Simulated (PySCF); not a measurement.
C₃H₇NOSi (SMILES C=NC[SiH2]C=O)

```xyz
13

C     2.0878   -0.1502    0.9764
N     1.0814    0.4777    0.5739
C     0.6339    0.3561   -0.7704
Si   -1.0591   -0.5452   -0.7001
C    -2.1530    0.4671    0.5115
O    -3.3406    0.6213    0.3834
H     2.7082   -0.7924    0.3403
H     2.3763   -0.0547    2.0126
H     1.3455   -0.1770   -1.4186
H     0.4923    1.3641   -1.1669
H    -0.8750   -1.8775   -0.1167
H    -1.6650   -0.6078   -2.0287
H    -1.6373    0.9190    1.3855
```

Geometry: GFN2-xTB.

The calculation used PBE0/pcSseg-1, SCF density, gas phase, non-relativistic (PySCF).

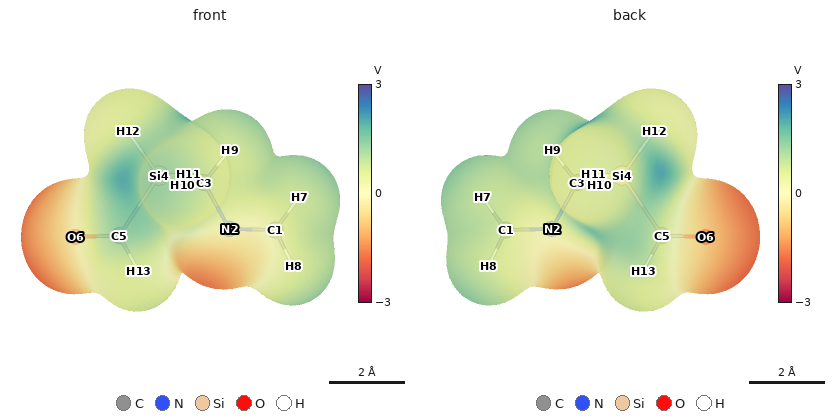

Figure 1. The molecular electrostatic potential painted on the density surface at 0.004 e/bohr³, seen from the front and from behind; red is negative and blue positive.

> Where is the surface potential most negative and most positive?

The most negative region (about −1.8 V) lies over O6, the most positive (about +2.0 V) over Si4. O6 is the likeliest acceptor of a hydrogen bond.

> What dipole moment does the calculation give?

Its dipole moment is 3.75 D.

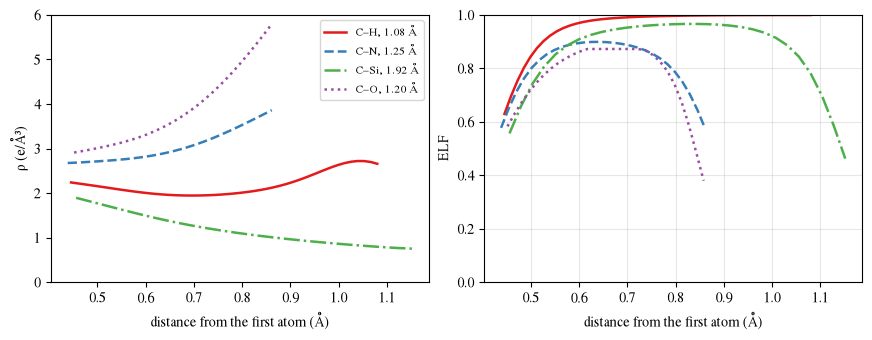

Figure 2. Electron density and ELF along straight lines between neighbouring atoms. The curves leave out the atomic cores.

> What can be read from the curves?

C–H (1.08 Å): ρ is about 2.1 e/Å³ halfway; the ELF climbs to about 1 towards the hydrogen, as it does in any bond to H; an ordinary covalent bond to hydrogen.
C–N (1.25 Å): the density is about 2.9 e/Å³ at the midpoint; the ELF peaks at about 0.90 between the atoms: a short, multiple covalent bond.
C–Si (1.92 Å): the density is about 0.9 e/Å³ at the midpoint; the ELF peaks at about 0.95 between the atoms; a covalent bond.
C–O (1.20 Å): ρ is about 3.3 e/Å³ halfway; the ELF peaks at about 0.85 between the atoms (a multiple bond).
